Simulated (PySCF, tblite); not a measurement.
# C6H7B: geometry, infrared bands and NMR shifts

Aim: predict the infrared bands and NMR shifts of C6H7B (`BC#CC(=C)C=C`).

Computed with tblite 0.8.0 and PySCF 2.14.0, with density-fitted response routines of our own, on a single molecule in the gas phase. Atoms are numbered from 0 throughout.

## Step 1: Starting geometry

14 atoms, charge 0, multiplicity 1; geometry from: force field or distance geometry start.

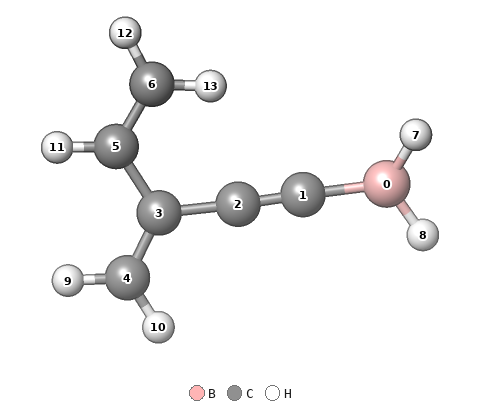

The starting geometry (boron pink, carbon grey, hydrogen white), atoms numbered.

## Step 2: Optimising the geometry with GFN2-xTB

Job settings and geometry (Å):

```
{"job": {"kind": "relax", "xc": "GFN2-xTB", "basis": "xTB"}, "charge": 0, "multiplicity": 1}
B      3.135600     0.565200    -0.306000
C      1.701100     0.090000     0.026400
C      0.595400    -0.300100     0.288900
C     -0.764500    -0.732800     0.575000
C     -1.037900    -1.976100     0.965800
C     -1.821400     0.285000     0.436300
C     -1.463600     1.503000     0.055600
H      3.447400     1.715400    -0.197400
H      4.001700    -0.232200    -0.266900
H     -2.078400    -2.234900     1.169400
H     -0.269800    -2.741000     1.066400
H     -2.862200     0.064300     0.636400
H     -2.165500     2.318100    -0.064400
H     -0.418500     1.675500    -0.127600
```

Started as:

```bash
OMP_NUM_THREADS=1 python probes_run.py task.json out
```

This one command runs all jobs of the session in turn.

**Question.** This job is followed by: GFN2-xTB harmonic vibrations, gas phase; GIAO PBE0/pcSseg-1 NMR shielding, non-relativistic, gas phase. What will the session give for the following? strongest single infrared mode (GFN2-xTB); zero-point energy (GFN2-xTB); 13C shifts against TMS (PBE0/pcSseg-1); 1H shifts against TMS (PBE0/pcSseg-1, means over atoms taken as alike); 11B shifts against BF3·OEt2 (PBE0/pcSseg-1).

The runs gave:

| quantity | value |
| --- | --- |
| strongest single infrared mode (GFN2-xTB) | 2620 cm⁻¹, 175 km/mol |
| zero-point energy (GFN2-xTB) | 64.3 kcal/mol |
| 13C shifts against TMS (PBE0/pcSseg-1) | 150.7, 142.6, 141.6, 137.8, 129.0, 115.0 ppm |
| 1H shifts against TMS (PBE0/pcSseg-1, means over atoms taken as alike) | 6.84, 6.65, 6.35, 6.31, 6.17, 5.85 ppm |
| 11B shifts against BF3·OEt2 (PBE0/pcSseg-1) | 65.0 ppm |

**Reading.** Relaxing lowered the energy by 0.264 eV in 64 steps; the close pair that moved most is B0–C1, from 1.547 to 1.492 Å. The lowest mode is imaginary (31i cm⁻¹), so the xTB geometry is not a minimum. The strongest single mode, at 2620 cm⁻¹, moves mainly H7 and H8. Unscaled tight-binding wavenumbers are off by several per cent, some by more. Its intensities can rank the bands wrongly. At PBE0/pcSseg-1: The largest span, 239 ppm, is at C1, where the paramagnetic term is -187 ppm.
